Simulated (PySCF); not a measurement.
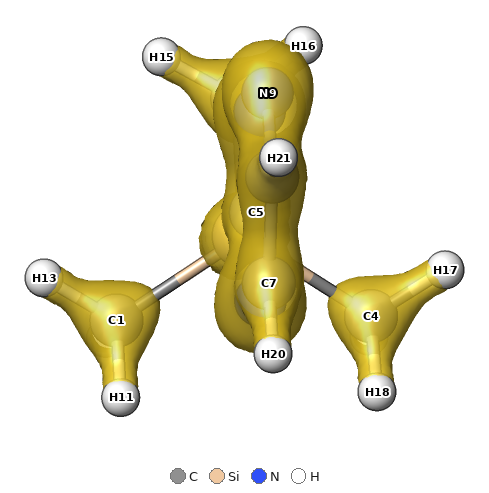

The picture shows: C$_{6}$H$_{11}$N$_{3}$Si (SMILES C[Si](C)(C)c1nccnn1). Isosurface of the total electron density at 1.5 e/Å³ (yellow), seen at an oblique angle.

Geometry: GFN2-xTB.

Computed with PySCF, PBE0/pcSseg-1, SCF density, gas phase, non-relativistic.

```yaml
atoms:
  - { symbol: C, position_ang: [-1.7915, -1.1723, -0.9088] }
  - { symbol: Si, position_ang: [-0.9239, 0.3482, -0.1532] }
  - { symbol: C, position_ang: [-1.9215, 1.0977, 1.2810] }
  - { symbol: C, position_ang: [-0.5411, 1.6378, -1.5046] }
  - { symbol: C, position_ang: [0.7597, -0.2473, 0.5217] }
  - { symbol: N, position_ang: [1.5999, -0.8267, -0.3477] }
  - { symbol: C, position_ang: [2.7588, -1.2240, 0.1321] }
  - { symbol: C, position_ang: [3.0582, -1.0395, 1.4834] }
  - { symbol: N, position_ang: [2.1846, -0.4589, 2.2848] }
  - { symbol: N, position_ang: [1.0408, -0.0626, 1.8025] }
  - { symbol: H, position_ang: [-1.1916, -1.6095, -1.7012] }
  - { symbol: H, position_ang: [-2.7552, -0.9039, -1.3304] }
  - { symbol: H, position_ang: [-1.9629, -1.9424, -0.1622] }
  - { symbol: H, position_ang: [-2.8261, 1.5782, 0.9208] }
  - { symbol: H, position_ang: [-2.2146, 0.3367, 1.9973] }
  - { symbol: H, position_ang: [-1.3380, 1.8387, 1.8183] }
  - { symbol: H, position_ang: [-0.0223, 2.4996, -1.0947] }
  - { symbol: H, position_ang: [0.0883, 1.2118, -2.2802] }
  - { symbol: H, position_ang: [-1.4519, 1.9958, -1.9745] }
  - { symbol: H, position_ang: [3.4503, -1.6894, -0.5602] }
  - { symbol: H, position_ang: [3.9911, -1.3510, 1.9299] }
```

Q: What does this surface tell about the bonding?

A: At this value the surface falls into five separate pieces. It bridges the sampled N–N (1.30 Å), C–N (1.32 Å) and C–C (1.40 Å) contacts, where the density stays above the isovalue. It is pinched off along the sampled C–Si (1.90 Å) contacts. On the grid the lowest density along these lines, outside the cores, is 2.7 e/Å³ (N–N, 1.30 Å), 2.5 e/Å³ (C–N, 1.32 Å), 2.1 e/Å³ (C–C, 1.40 Å) and 0.77 e/Å³ (C–Si, 1.90 Å).
